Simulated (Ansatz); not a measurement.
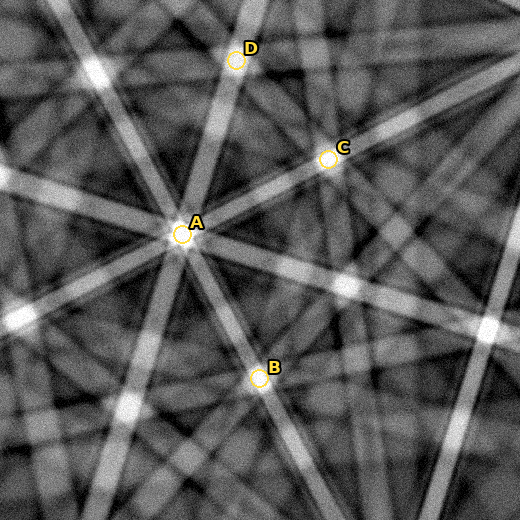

Simulated Kikuchi (electron backscatter) pattern at 20 kV: kinematic bands of width 2θ(Bragg) in gnomonic projection, seen from the camera side; the frame spans ±31° from its centre. Crystal: YPb₂IO₄, space group P4/mmm (No. 123), a = 3.878 Å, c = 9.413 Å. Structure: the geometry relaxed (final pressure about 3.4 GPa) with Ansatz 0.2.0, DFT, PAW plane waves, r2scan; the starting structure was generated, so it need not be a known form of this composition.

```
Pb Y I O
1.0
     3.87805    0.00000    0.00000
     0.00000    3.87805    0.00000
     0.00000    0.00000    9.41307
Pb Y I O
2 1 1 4
Cartesian
  1.9390 1.9390 6.9720
  1.9390 1.9390 2.4410
  0.0000 0.0000 0.0000
  0.0000 0.0000 4.7065
  1.9390 0.0000 8.0725
  0.0000 1.9390 8.0725
  1.9390 0.0000 1.3405
  0.0000 1.9390 1.3405
```

Pole A is [001] and pole B is [2-23].

Question: Index the poles C and D.

Answer: C is [223], 21.2° from A and 29.7° from B. D is [011], 22.4° from A and 40.2° from B.

Question: Which band joins A and B, and how wide is it?

Answer: It comes from the planes common to both zones. The strongest order is 1 1 0 with d = 2.742 Å, so the band is 2θ = 1.8° wide (λ = 0.0859 Å). Other orders of the same planes (2 2 0) lie on the same centre line with other widths.
